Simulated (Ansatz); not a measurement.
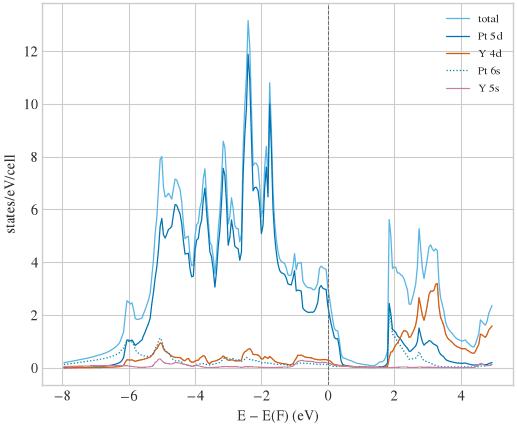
Figure. Total and projected density of states of YPt3 (Cu3Au type, Pm-3m), the program Ansatz at the PBEsol level (PAW)

Which orbitals carry the states next to the Fermi level?

Within 0.5 eV of the Fermi level: Pt 5d 76 %, Y 4d 10 %, Y 5s 6 %. Projections are on Löwdin-orthogonalised atomic valence shells; empty p or d shells of many metals are not among them.

Where is the tallest occupied peak in this window, and what makes it?

Near -2.4 eV, about 13 states/eV per cell; the largest projected share is Pt 5d.

The workflow started from an entry of the Crystallography Open Database (COD). Its standing as an ambient phase is unchecked. Symmetry was held in the PBEsol relaxation; of distortions, only those at the zone centre were tested. No spin polarisation was allowed. Spin–orbit coupling is left out wherever it is not named.

Potentials: the later of the program's two PAW sets.
